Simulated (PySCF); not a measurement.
# Cl4Mo (MoCl4): the cost of one run

Programs: PySCF 2.14.0, with routines of our own; each step states its level. All values are computed. Atoms count from 0.

## 1. The system as given

5 atoms, charge 0, states of the metal's open shell are computed; geometry from: model start, shaken.

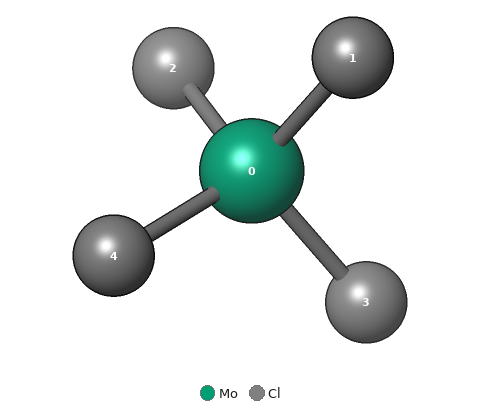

The starting geometry (molybdenum teal, chlorine grey); sticks join atoms by distance alone.

## 2. Optimising the geometry at PBE0-D3(BJ)/def2-TZVP

Job settings and geometry (Å):

```
{"job": {"xc": "PBE0", "basis": "def2-TZVP", "d3": "d3bj", "grid": 1, "maxiter": 45, "kind": "geom"}, "charge": 0, "metal": "Mo", "open_shell": "d2"}
Mo     0.000020     0.004480    -0.004110
Cl     1.279910     1.286440     1.278390
Cl    -1.292360    -1.273160     1.285880
Cl    -1.302570     1.300610    -1.287910
Cl     1.294850    -1.307220    -1.293700
```

Command:

```sh
$ OMP_NUM_THREADS=1 python lf_run.py task.json out
```

One launch serves the whole session: the jobs run in the order shown.

**Question.** How long does this first job take on 1 thread of Arm Neoverse V1, shared host, and how much memory does it need?

About 95 s, with a peak of 0.76 GiB.
